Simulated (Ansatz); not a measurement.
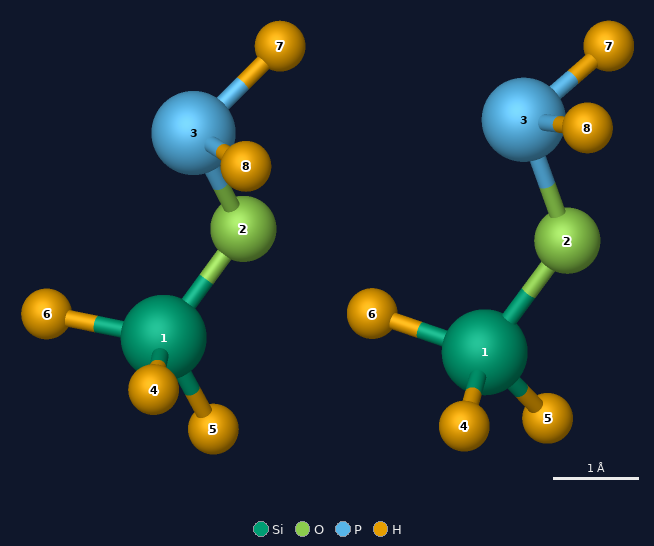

Two geometries of SiPH5O (coarse preliminary run), drawn at one scale. One is the start of a relaxation, the other its converged end. Style: ball-and-stick. Shown from a free direction.

Level of theory: RKS PBE-D4/def2-SVP in Ansatz. Settings: force threshold 0.03 eV/Å; at most 200 steps.

> Which one is relaxed?

The right one is the relaxed one. The start comes from a force field. H8 moves most after the best rigid fit: 0.51 Å. By element the largest moves are H 0.51 Å, O 0.36 Å, Si 0.19 Å, P 0.18 Å. Some distances before and after: Si1–P3 2.647 → 3.009 Å, Si1–O2 1.596 → 1.689 Å, O2–P3 1.610 → 1.689 Å, Si1–H4 1.440 → 1.507 Å. Bond angles that change, for instance: Si1–O2–P3 111.3° → 125.9°, H5–Si1–H6 105.0° → 110.3°, O2–Si1–H5 110.8° → 106.4°. Groups turn about O2–P3 by about 25°, Si1–O2 by about 20°. The energy falls by 12.7 kcal/mol in 6 geometry steps. The largest force component goes from 3.6 to 0.029 eV/Å. The run took 6.5 s on 2 threads of AMD EPYC 7B13, with other jobs on the host.
